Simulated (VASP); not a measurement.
# MoS2: GW quasiparticle gap

Aim: the quasiparticle gap of MoS2, and what it costs to get it. The cell has space group P6_3/mmc. The start is a cell from a database of measured crystal structures.

Method: PBE, no spin polarisation; plane waves and PAW (Mo_sv_GW, S_GW), in the first sound run; inputs show where later runs differ, in VASP 6.6.1.

The database entry behind the starting cell differs from later determinations by our own check (about 0.3 % long), so it need not match the best structure at ambient conditions.

**1. The structure**

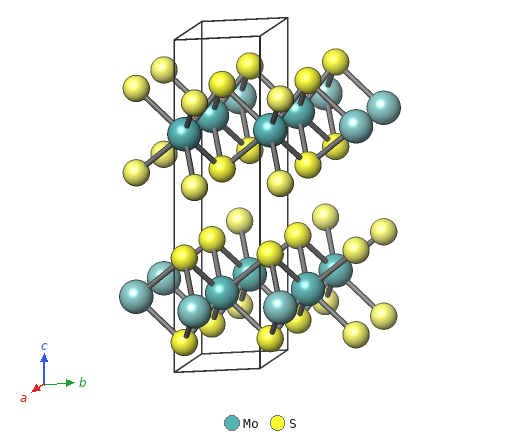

The starting structure, seen slightly off an axis (molybdenum teal, sulfur yellow). 2×2×1 cells are drawn. Some periodic images of atoms are drawn too.

Coordinates:

```xyz
6
Lattice="3.1690 0.0000 0.0000 -1.5845 2.7444 0.0000 0.0000 0.0000 12.3240" Properties=species:S:1:pos:R:3 pbc="T T T"
Mo    0.0000    1.8296    3.0810
Mo    1.5845    0.9148    9.2430
S     0.0000    1.8296    7.6779
S     1.5845    0.9148    1.5159
S     0.0000    1.8296   10.8081
S     1.5845    0.9148    4.6461
```

**2. Ground state**

The orbitals come from a self-consistent PBE run with a tight EDIFF and a narrow smearing. KPOINTS_OPT adds the bands along a path, which shows whether the mesh holds the band edges.

Contents of INCAR:

```
SYSTEM = MoS2
PREC = Accurate
ENCUT = 370
EDIFF = 1E-08
NELM = 100
ISMEAR = 0
SIGMA = 0.01
LREAL = .FALSE.
ALGO = Normal
GGA = PE
NBANDS = 32
LORBIT = 11
LWAVE = .TRUE.
LCHARG = .FALSE.
KPAR = 8
```

Contents of POSCAR:

```
MoS2
1.0
    3.1690000000      0.0000000000      0.0000000000
   -1.5845000000      2.7444345046      0.0000000000
    0.0000000000      0.0000000000     12.3240000000
Mo S
2 4
Direct
    0.3333333333      0.6666666667      0.2500000000
    0.6666666667      0.3333333333      0.7500000000
    0.3333333333      0.6666666667      0.6230000000
    0.6666666667      0.3333333333      0.1230000000
    0.3333333333      0.6666666667      0.8770000000
    0.6666666667      0.3333333333      0.3770000000
```

Contents of KPOINTS:

```
Automatic mesh
0
Gamma
6 6 2
0 0 0
```

Contents of KPOINTS_OPT:

```
Line mode
12
Line-mode
Reciprocal
  0.00000000   0.00000000   0.00000000 GAMMA
  0.50000000   0.00000000   0.00000000 M

  0.50000000   0.00000000   0.00000000 M
  0.33333333   0.33333333   0.00000000 K

  0.33333333   0.33333333   0.00000000 K
  0.00000000   0.00000000   0.00000000 GAMMA

  0.00000000   0.00000000   0.00000000 GAMMA
  0.00000000   0.00000000   0.50000000 A

  0.00000000   0.00000000   0.50000000 A
  0.50000000   0.00000000   0.50000000 L

  0.50000000   0.00000000   0.50000000 L
  0.33333333   0.33333333   0.50000000 H

  0.33333333   0.33333333   0.50000000 H
  0.00000000   0.00000000   0.50000000 A

  0.50000000   0.00000000   0.50000000 L
  0.50000000   0.00000000   0.00000000 M

  0.33333333   0.33333333   0.00000000 K
  0.33333333   0.33333333   0.50000000 H
```

The projector-augmented-wave data sets are Mo_sv_GW and S_GW (PBE family, release 64).

Command:

```console
mpirun -np 8 vasp_std
```

The log of the run:

```text
[banner, memory and clock lines left out]
running    8 mpi-ranks, on    1 nodes
 distrk:  each k-point on    1 cores,    8 groups
 distr:  one band on    1 cores,    1 groups

 POSCAR found type information on POSCAR MoS
 POSCAR found :  2 types and       6 ions
|                                                                             |
|           W    W    AA    RRRRR   N    N  II  N    N   GGGG   !!!           |
|           W    W   A  A   R    R  NN   N  II  NN   N  G    G  !!!           |
|           W    W  A    A  R    R  N N  N  II  N N  N  G       !!!           |
|           W WW W  AAAAAA  RRRRR   N  N N  II  N  N N  G  GGG   !            |
|           WW  WW  A    A  R   R   N   NN  II  N   NN  G    G                |
|           W    W  A    A  R    R  N    N  II  N    N   GGGG   !!!           |
|                                                                             |
|     For optimal performance we recommend to set                             |
|       NCORE = 2 up to number-of-cores-per-socket                            |
|     NCORE specifies how many cores store one orbital (NPAR=cpu/NCORE).      |
|     This setting can greatly improve the performance of VASP for DFT.       |
|     The default, NCORE=1 might be grossly inefficient on modern             |
|     multi-core architectures or massively parallel machines. Do your        |
|     Unfortunately you need to use the default for GW and RPA                |
|     calculations (for HF NCORE is supported but not extensively tested      |
|     yet).                                                                   |
|                                                                             |

 LDA part: xc-table for (Slater+PW92), standard interpolation
 POSCAR, INCAR and KPOINTS ok, starting setup
 FFT: planning ... GRIDC
 FFT: planning ... GRID_SOFT
 FFT: planning ... GRID
 WAVECAR not read
 entering main loop
       N       E                     dE             d eps       ncg     rms          rms(c)
DAV:   1     0.364523986195E+03    0.36452E+03   -0.24615E+04  1040   0.122E+03
DAV:   2    -0.210596738546E+02   -0.38558E+03   -0.37773E+03  1352   0.507E+02
DAV:   3    -0.507458556831E+02   -0.29686E+02   -0.29492E+02  1304   0.124E+02
DAV:   4    -0.521247699948E+02   -0.13789E+01   -0.13744E+01  1448   0.301E+01
DAV:   5    -0.521948213374E+02   -0.70051E-01   -0.69963E-01  1520   0.595E+00    0.147E+01
DAV:   6    -0.466273783252E+02    0.55674E+01   -0.51265E+01  1560   0.477E+01    0.728E+00
DAV:   7    -0.451562434575E+02    0.14711E+01   -0.10949E+01  1616   0.232E+01    0.385E+00
DAV:   8    -0.450969068564E+02    0.59337E-01   -0.67564E-01  1368   0.543E+00    0.987E-01
DAV:   9    -0.451029266592E+02   -0.60198E-02   -0.70885E-02  1528   0.160E+00    0.441E-01
DAV:  10    -0.451012810503E+02    0.16456E-02   -0.16603E-02  1560   0.108E+00    0.162E-01
DAV:  11    -0.451011503760E+02    0.13067E-03   -0.33027E-03  1488   0.480E-01    0.712E-02
DAV:  12    -0.451010384384E+02    0.11194E-03   -0.63335E-04  1512   0.185E-01    0.117E-02
DAV:  13    -0.451010471598E+02   -0.87214E-05   -0.53754E-05  1272   0.382E-02    0.903E-03
DAV:  14    -0.451010469232E+02    0.23659E-06   -0.49320E-06  1400   0.176E-02    0.229E-03
DAV:  15    -0.451010471852E+02   -0.26199E-06   -0.77850E-07  1248   0.453E-03    0.705E-04
DAV:  16    -0.451010473035E+02   -0.11833E-06   -0.71522E-08  1096   0.157E-03    0.321E-04
DAV:  17    -0.451010473273E+02   -0.23852E-07   -0.51934E-09   784   0.632E-04    0.893E-05
DAV:  18    -0.451010473632E+02   -0.35885E-07   -0.29272E-09   784   0.491E-04    0.393E-05
DAV:  19    -0.451010473575E+02    0.57516E-08   -0.99858E-10   776   0.343E-04
   1 F= -.45101047E+02 E0= -.45101047E+02  d E =-.948862E-22
 Start KPOINTS_OPT (optional k-point list driver)
k-point batch [1-14\108]
       N       E                     dE             ncg
DAV:   1    -0.639746567237E+03   -0.13013E+05     1024
DAV:   2    -0.631822954222E+04   -0.56785E+04     1288
DAV:   3    -0.680017166047E+04   -0.48194E+03     1328
DAV:   4    -0.682475968171E+04   -0.24588E+02     1512
DAV:   5    -0.682600137071E+04   -0.12417E+01     1496
DAV:   6    -0.682609110555E+04   -0.89735E-01     1552
DAV:   7    -0.682609915448E+04   -0.80489E-02     1464
DAV:   8    -0.682610014250E+04   -0.98802E-03     1528
DAV:   9    -0.682610031447E+04   -0.17197E-03     1496
DAV:  10    -0.682610034348E+04   -0.29012E-04     1440
DAV:  11    -0.682610034730E+04   -0.38191E-05     1040
DAV:  12    -0.682610034785E+04   -0.54946E-06      824
DAV:  13    -0.682610034794E+04   -0.94312E-07      784
DAV:  14    -0.682610034796E+04   -0.17038E-07      784
DAV:  15    -0.682610034796E+04   -0.44547E-08      784
[...]
k-point batch [99-108\108]
       N       E                     dE             ncg
DAV:   1     0.590627573996E+04   -0.19651E+05      728
DAV:   2     0.226196509571E+04   -0.36443E+04      952
DAV:   3     0.198229144401E+04   -0.27967E+03      888
DAV:   4     0.196529012118E+04   -0.17001E+02     1064
DAV:   5     0.196459454557E+04   -0.69558E+00     1064
DAV:   6     0.196455606497E+04   -0.38481E-01     1080
DAV:   7     0.196455268591E+04   -0.33791E-02     1000
DAV:   8     0.196455233661E+04   -0.34930E-03     1080
DAV:   9     0.196455230235E+04   -0.34266E-04     1008
DAV:  10     0.196455229836E+04   -0.39831E-05      888
DAV:  11     0.196455229785E+04   -0.51165E-06      688
DAV:  12     0.196455229781E+04   -0.36596E-07      632
DAV:  13     0.196455229781E+04   -0.31887E-08      568
 writing wavefunctions
```

Wall time 23 s (8 MPI ranks of Intel Xeon 6975P-C (Granite Rapids), shared host); peak memory 1.8 GiB.

The logs omit lines about the potential files and the build; timing stands in the text.

From OUTCAR (step 2):

```text
ion  position               nearest neighbor table
   1  0.333  0.667  0.250-   4 2.41   6 2.41   4 2.41   6 2.41   4 2.41   6 2.41
   2  0.667  0.333  0.750-   3 2.41   5 2.41   3 2.41   5 2.41   3 2.41   5 2.41
   3  0.333  0.667  0.623-   2 2.41   2 2.41   2 2.41
   4  0.667  0.333  0.123-   1 2.41   1 2.41   1 2.41
   5  0.333  0.667  0.877-   2 2.41   2 2.41   2 2.41
   6  0.667  0.333  0.377-   1 2.41   1 2.41   1 2.41

  LATTYP: Found a hexagonal cell.
 ALAT       =     3.1690000000
 C/A-ratio  =     3.8889239508

 Subroutine GETGRP returns: Found 24 space group operations
 (whereof 12 operations were pure point group operations)

The static configuration has the point symmetry D_3d.
 The point group associated with its full space group is D_6h.

 Found     14 irreducible k-points:

   k-points           NKPTS =     14   k-points in BZ     NKDIM =     14   number of bands    NBANDS=     32

   dimension x,y,z NGX =    20 NGY =   20 NGZ =   80
   dimension x,y,z NGXF=    40 NGYF=   40 NGZF=  160

   ENCUT  =  370.0 eV  27.19 Ry    5.21 a.u.   4.97  4.97 19.33*2*pi/ulx,y,z

   NELECT =      52.0000    total number of electrons

 k-points in reciprocal lattice and weights: Automatic mesh
   0.00000000  0.00000000  0.00000000       0.014
   0.16666667 -0.00000000  0.00000000       0.083
   0.33333333 -0.00000000  0.00000000       0.083
   0.50000000 -0.00000000  0.00000000       0.042
   0.16666667  0.16666667  0.00000000       0.083
   0.33333333  0.16666667  0.00000000       0.167
   0.33333333  0.33333333  0.00000000       0.028
   0.00000000  0.00000000  0.50000000       0.014
   0.16666667 -0.00000000  0.50000000       0.083
[...]
0.33333333  0.16666667  0.50000000       0.167
   0.33333333  0.33333333  0.50000000       0.028

 average (electrostatic) potential at core
       1 -99.9678       2 -99.9678       3 -87.7900       4 -87.7900       5 -87.7900
       6 -87.7900

 E-fermi :   7.5311

 k-point     1 :       0.0000    0.0000    0.0000
  band No.  band energies     occupation
    ...
     22       5.3314      2.00000
     23       5.3314      2.00000
     24       6.2794      2.00000
     25       6.3184      2.00000
     26       7.4669      2.00000
     27       9.5577      0.00000
     28       9.5644      0.00000
     29       9.5847      0.00000
     30       9.5874      0.00000
     31       9.7318      0.00000
    ...

 k-point     2 :       0.1667   -0.0000    0.0000
  band No.  band energies     occupation
    ...
     22       4.7821      2.00000
     23       5.4056      2.00000
     24       6.2787      2.00000
     25       6.3000      2.00000
     26       6.6945      2.00000
     27       8.9511      0.00000
     28       9.3144      0.00000
     29       9.3230      0.00000
     30       9.5195      0.00000
     31       9.5353      0.00000
    ...

 k-point     3 :       0.3333   -0.0000    0.0000
  band No.  band energies     occupation
    ...
     22       5.3889      2.00000
     23       5.4231      2.00000
     24       5.5065      2.00000
     25       5.6672      2.00000
     26       5.9236      2.00000
     27       8.8543      0.00000
     28       8.9523      0.00000
     29       9.1079      0.00000
     30       9.5660      0.00000
     31       9.9165      0.00000
    ...

  Total        1.2049336      1.2049336      1.5368826      0.0000000      0.0000000      0.0000000
  in kB       18.0113764     18.0113764     22.9733572      0.0000000      0.0000000      0.0000000
  external PRESSURE =      19.6653700 kB  Pullay stress =       0.0000000 kB

  energy-cutoff  :      370.00
  volume of cell :      107.18
      direct lattice vectors                 reciprocal lattice vectors
     3.169000000  0.000000000  0.000000000     0.315556958  0.182186895  0.000000000
    -1.584500000  2.744434505  0.000000000     0.000000000  0.364373789  0.000000000
     0.000000000  0.000000000 12.324000000     0.000000000  0.000000000  0.081142486

 POSITION                                       TOTAL-FORCE (eV/Angst)
 -----------------------------------------------------------------------------------
     -0.00000      1.82962      3.08100         0.000000      0.000000      0.000000
      1.58450      0.91481      9.24300        -0.000000     -0.000000      0.000000
     -0.00000      1.82962      7.67785        -0.000000      0.000000      0.032641
      1.58450      0.91481      1.51585         0.000000     -0.000000      0.032641
     -0.00000      1.82962     10.80815        -0.000000      0.000000     -0.032641
      1.58450      0.91481      4.64615         0.000000     -0.000000     -0.032641
 -----------------------------------------------------------------------------------
    total drift:                               -0.000000      0.000000     -0.000000

  FREE ENERGIE OF THE ION-ELECTRON SYSTEM (eV)
  ---------------------------------------------------
  free  energy   TOTEN  =       -45.1010473575 eV

  energy  without entropy=      -45.1010473575  energy(sigma->0) =      -45.10104736

 total charge
# of ion       s       p       d       f       tot
--------------------------------------------------
    1        2.108   6.046   3.046   0.029  11.228
    2        2.108   6.046   3.046   0.029  11.228
    3        1.355   2.302   0.071   0.000   3.728
    4        1.355   2.302   0.071   0.000   3.728
    5        1.355   2.302   0.071   0.000   3.728
    6        1.355   2.302   0.071   0.000   3.728
--------------------------------------------------
tot          9.637  21.300   6.373   0.058  37.368

[... 3 further parts left out ...]
```

This step gave:

| Quantity | Value |
| --- | --- |
| free energy (TOTEN) | -45.10 eV |
| Fermi energy | 7.531 eV |
| pressure | 1.967 GPa |
| least gap on mesh and path | 0.8725 eV |
| least direct gap on mesh and path | 1.655 eV |

The highest empty bands on the path are converged less tightly, to about 0.1 eV. Electronic bands along the path, in eV, zero at the valence-band top; v1 is the highest filled band, c1 the lowest empty one:

| point | v4 | v3 | v2 | v1 | c1 | c2 | c3 | c4 |
| --- | --- | --- | --- | --- | --- | --- | --- | --- |
| Γ | -2.14 | -1.19 | -1.15 | 0.00 | 2.09 | 2.10 | 2.12 | 2.17 |
| M | -1.74 | -1.54 | -1.40 | -1.28 | 1.60 | 1.64 | 1.99 | 2.25 |
| K | -2.70 | -2.70 | -0.77 | -0.61 | 1.05 | 1.05 | 1.84 | 2.83 |
| Γ | -2.14 | -1.19 | -1.15 | 0.00 | 2.09 | 2.09 | 2.12 | 2.12 |
| A | -2.16 | -2.16 | -0.27 | -0.27 | 2.10 | 2.10 | 2.10 | 2.20 |
| L | -1.64 | -1.64 | -1.33 | -1.33 | 1.62 | 1.62 | 2.13 | 2.14 |
| H | -2.87 | -2.87 | -0.70 | -0.70 | 1.05 | 1.05 | 2.30 | 2.30 |
| A | -2.16 | -2.16 | -0.27 | -0.27 | 2.10 | 2.10 | 2.10 | 2.16 |
| jump to L | -1.64 | -1.64 | -1.33 | -1.33 | 1.62 | 1.62 | 2.13 | 2.13 |
| M | -1.74 | -1.54 | -1.40 | -1.28 | 1.60 | 1.64 | 1.99 | 2.25 |
| jump to K | -2.70 | -2.70 | -0.77 | -0.61 | 1.05 | 1.05 | 1.84 | 2.83 |
| H | -2.87 | -2.87 | -0.70 | -0.70 | 1.05 | 1.05 | 2.30 | 2.30 |

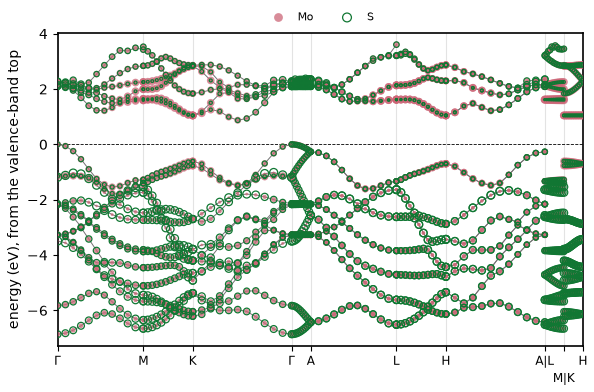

Electronic bands along the path; dots are coloured as in the legend, and their area grows with the weight.

The cell has a gap of 0.872 eV on mesh and path. Spin-orbit coupling is left out, which can shift or reorder these edges.

**3. Empty bands, functional PBE**

ALGO = Exact makes the empty bands from the converged ground state in one step. LOPTICS writes the k-derivatives of the orbitals (WAVEDER), which give the long-wavelength limit of the screening.

Contents of INCAR:

```
SYSTEM = MoS2
PREC = Accurate
ENCUT = 370
ISMEAR = 0
SIGMA = 0.01
LREAL = .FALSE.
GGA = PE
NBANDS = 544
ALGO = Exact
NELM = 1
LWAVE = .TRUE.
LCHARG = .FALSE.
LOPTICS = .TRUE.
NEDOS = 1000
CSHIFT = 0.1
```

POSCAR is that of step 2.

KPOINTS is that of step 2.

Command:

```console
mpirun -np 8 vasp_std
```

The log of the run:

```text
[banner, memory and clock lines left out]
running    8 mpi-ranks, on    1 nodes
 distrk:  each k-point on    8 cores,    1 groups
 distr:  one band on    1 cores,    8 groups

 POSCAR found type information on POSCAR MoS
 POSCAR found :  2 types and       6 ions
 [... a notice as in an earlier step ...]

 LDA part: xc-table for (Slater+PW92), standard interpolation
 found WAVECAR, reading the header
  number of bands has changed, file:    32 present:   544
  trying to continue reading WAVECAR, but it might fail
 POSCAR, INCAR and KPOINTS ok, starting setup
 FFT: planning ... GRIDC
 FFT: planning ... GRID_SOFT
 FFT: planning ... GRID
 reading WAVECAR
 random initialization beyond band           32
 the WAVECAR file was read successfully
 initial charge from wavefunction
 entering main loop
       N       E                     dE             d eps       ncg     rms          rms(c)
DIA:   1    -0.451010473512E+02   -0.45101E+02    0.00000E+00     0   0.000E+00
   1 F= -.45101047E+02 E0= -.45101047E+02  d E =-.413924E-27
 writing wavefunctions
 optical routines
 imaginary and real dielectric function
 recalculating local potential from charge density
 direction            1
 direction            2
 direction            3
```

It took 18 s on 8 MPI ranks; peak memory 2.4 GiB; 2.3 min of CPU time.

From OUTCAR (step 3):

```text
 Found     14 irreducible k-points:

   k-points           NKPTS =     14   k-points in BZ     NKDIM =     14   number of bands    NBANDS=    544

   NELECT =      52.0000    total number of electrons

 E-fermi :   7.5401

 k-point     1 :       0.0000    0.0000    0.0000
  band No.  band energies     occupation
    ...
     22       5.3314      2.00000
     23       5.3314      2.00000
     24       6.2794      2.00000
     25       6.3184      2.00000
     26       7.4669      2.00000
     27       9.5569      0.00000
     28       9.5569      0.00000
     29       9.5846      0.00000
     30       9.5846      0.00000
     31       9.7254      0.00000
    ...

 k-point     2 :       0.1667   -0.0000    0.0000
  band No.  band energies     occupation
    ...
     22       4.7821      2.00000
     23       5.4056      2.00000
     24       6.2787      2.00000
     25       6.3000      2.00000
     26       6.6946      2.00000
     27       8.9511      0.00000
     28       9.3144      0.00000
     29       9.3229      0.00000
     30       9.5195      0.00000
     31       9.5344      0.00000
    ...

  Total        1.2046295      1.2046295      1.5359562      0.0000000      0.0000000     -0.0000000
  in kB       18.0068306     18.0068306     22.9595094      0.0000000      0.0000000     -0.0000000
  external PRESSURE =      19.6577236 kB  Pullay stress =       0.0000000 kB

 POSITION                                       TOTAL-FORCE (eV/Angst)
 -----------------------------------------------------------------------------------
     -0.00000      1.82962      3.08100         0.000000     -0.000000     -0.000000
      1.58450      0.91481      9.24300        -0.000000      0.000000     -0.000000
     -0.00000      1.82962      7.67785        -0.000000      0.000000      0.032613
      1.58450      0.91481      1.51585         0.000000     -0.000000      0.032613
     -0.00000      1.82962     10.80815        -0.000000     -0.000000     -0.032613
      1.58450      0.91481      4.64615         0.000000     -0.000000     -0.032613
 -----------------------------------------------------------------------------------
    total drift:                               -0.000000      0.000000     -0.000000

  FREE ENERGIE OF THE ION-ELECTRON SYSTEM (eV)
  ---------------------------------------------------
  free  energy   TOTEN  =       -45.1010473512 eV

  energy  without entropy=      -45.1010473512  energy(sigma->0) =      -45.10104735

 plasma frequency squared (from intraband transitions) (eV^2)
  --------------------------------------------------------------------------------------
       0.000       0.000       0.000
       0.000       0.000       0.000
       0.000       0.000       0.000

[... 10 parts as in an earlier step ...]

[... 3 further parts left out ...]
```

WAVECAR now holds 544 bands for 52 electrons. Its independent-particle dielectric tensor has xx, yy, zz = 16.7, 16.7, 10.0 on this mesh, which isn't tested for convergence in mesh or bands and lacks local fields.

[end of part 1 of 4]

[Lines on the potential files, build, host, timing and source positions are cut from VASP's logs without a mark.]

[Logs are printed without paths, hosts, clocks, repeated set-up lines and the standing remarks that a program may print on its own settings, such as how far it seeks lower states.]

[Hosts, paths, dates, database ids (printed as entryN), source tags and the programs' standing remarks are cut or masked in the printed files.]

[Pressures printed for these runs are not shown converged in the cutoff: they can be off by several GPa and have the wrong sign.]
